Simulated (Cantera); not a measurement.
Charge: 1 mol Pb, 0.1 mol O₂, 1.8 mol H₂, at 100000 Pa.

Equilibrium computed with Cantera from the NASA thermochemical tables; the gas is ideal and each condensed phase is pure. Candidate condensed phases: H₂O, Pb, PbO, PbO₂, Pb₃O₄; 12 gas species. The numbers say what is thermodynamically allowed, not how fast it happens.

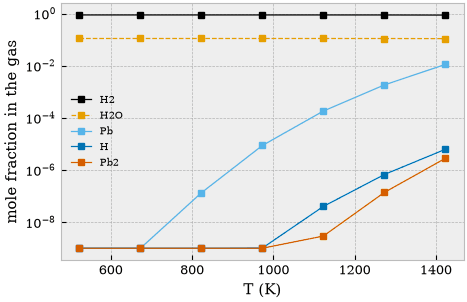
Figure: Equilibrium gas composition (values under 1e-9 drawn at 1e-9)

At 523 K the condensed part is Pb(s). From 673 K to 1423 K the condensed part is Pb(l).
